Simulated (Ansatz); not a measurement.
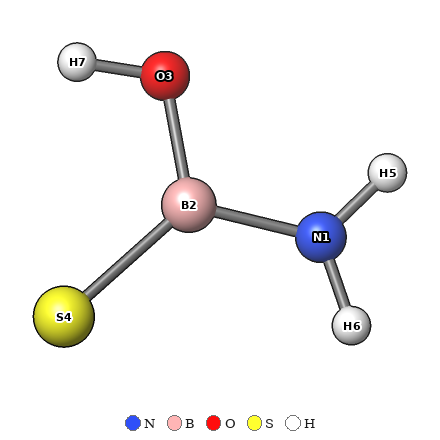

The system is BH₃NOS, SMILES NB(O)[S-], charge −1; the picture shows the reference structure. 
- First axis: dihedral H5–N1–B2–O3. Second axis: dihedral N1–B2–O3–H7.
- Nothing is relaxed (all other coordinates rigid).
- The grid has 15 × 15 points.
- Energies are in kcal/mol, from the lowest grid point.
- These are results of RHF/def2-SVPD (Ansatz 0.2.0), not measurements.

Its coordinates:

```xyz
7

N    -0.5118    0.9894   -0.0611
B    -0.0186   -0.3578   -0.0234
O     1.3431   -0.4325    0.2866
S    -1.0167   -1.8270   -0.3363
H     0.0716    1.7777    0.1132
H    -1.4613    1.1900   -0.2724
H     1.5938   -1.3398    0.2934
```

Range: dihedral H5–N1–B2–O3 from −180 to 156°; dihedral N1–B2–O3–H7 from −180 to 156°.

> Predict the map.

The lowest grid point is at dihedral H5–N1–B2–O3 = −180°, dihedral N1–B2–O3–H7 = −180°; the map holds 2 wells of about this depth. There are further wells near dihedral H5–N1–B2–O3 = −180°, dihedral N1–B2–O3–H7 = −12° (9.4 kcal/mol above the lowest at that grid point); dihedral H5–N1–B2–O3 = 12°, dihedral N1–B2–O3–H7 = 12° (9.7 kcal/mol above the lowest at that grid point). The highest grid point, dihedral H5–N1–B2–O3 = −84°, dihedral N1–B2–O3–H7 = 84°, lies 35.9 kcal/mol above the lowest. On the interpolated surface the easiest way out of the lowest well to the well at about dihedral H5–N1–B2–O3 = −180°, dihedral N1–B2–O3–H7 = 0° passes a barrier of about 13 kcal/mol. Round the minimum the two coordinates are weakly coupled (coupling −0.14 in units of the two stiffnesses).

```
dihedral N1–B2–O3–H7 ↓, dihedral H5–N1–B2–O3 →  −180  −156  −132  −108   −84   −60   −36   −12    12    36    60    84   108   132   156
                                           156   1.8   5.5  13.5  20.8  22.1  16.3   7.9   2.3   2.8   9.1  17.5  22.3  19.8  12.0   4.5
                                           132   6.0  10.1  18.8  26.6  27.8  21.5  12.4   6.5   7.2  14.1  23.1  28.2  25.3  16.8   8.7
                                           108  10.3  14.1  23.1  31.7  33.6  27.2  17.7  11.1  11.3  18.2  27.9  33.7  31.2  22.4  13.7
                                            84  12.6  15.6  24.2  33.1  35.9  30.4  20.9  13.8  13.2  19.5  29.0  35.6  34.0  25.7  16.8
                                            60  12.3  14.5  22.1  30.6  33.9  29.4  20.8  13.8  12.5  17.8  26.6  33.2  32.5  25.3  16.8
                                            36  10.7  12.4  19.0  26.5  29.6  25.8  18.3  12.0  10.7  15.2  23.0  28.9  28.5  22.2  14.7
                                            12   9.4  11.4  17.5  24.0  26.1  22.2  15.5  10.3   9.7  14.0  20.9  25.7  24.8  18.9  12.5
                                           −12   9.4  12.4  18.8  24.8  25.9  21.1  14.2   9.7  10.2  15.2  22.0  26.0  24.0  17.6  11.5
                                           −36  10.6  14.6  22.1  28.4  29.0  23.2  15.4  10.8  11.9  18.0  25.6  29.5  26.6  19.1  12.4
                                           −60  12.3  16.6  25.1  32.4  33.3  26.9  18.0  12.6  13.7  20.6  29.2  33.8  30.7  22.3  14.6
                                           −84  12.6  16.6  25.5  33.9  35.7  29.3  19.7  13.3  13.7  20.7  30.1  35.8  33.2  24.4  15.8
                                          −108  10.3  13.5  22.2  31.1  33.8  28.1  18.5  11.4  11.0  17.4  27.0  33.5  31.8  23.3  14.3
                                          −132   6.0   8.6  16.6  25.2  28.3  23.4  14.3   7.3   6.4  12.2  21.2  27.7  26.7  18.9  10.2
                                          −156   1.8   4.3  11.9  19.7  22.4  17.7   9.4   2.9   2.2   7.7  16.1  22.0  20.9  13.7   5.6
                                          −180   0.0   3.0  10.6  17.9  19.8  14.8   6.6   0.8   0.7   6.4  14.6  19.7  18.0  10.7   3.2
```

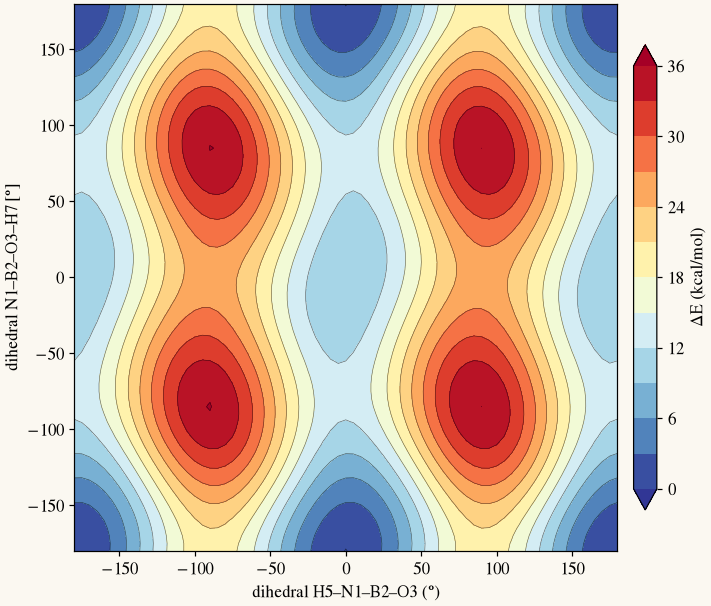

In the figure: filled contours, one colour for all values above the top of the scale. Between grid points the surface is interpolated.

Time for the 225 points that were run: 11 min on 1 thread of Arm Neoverse V1 (shared host).
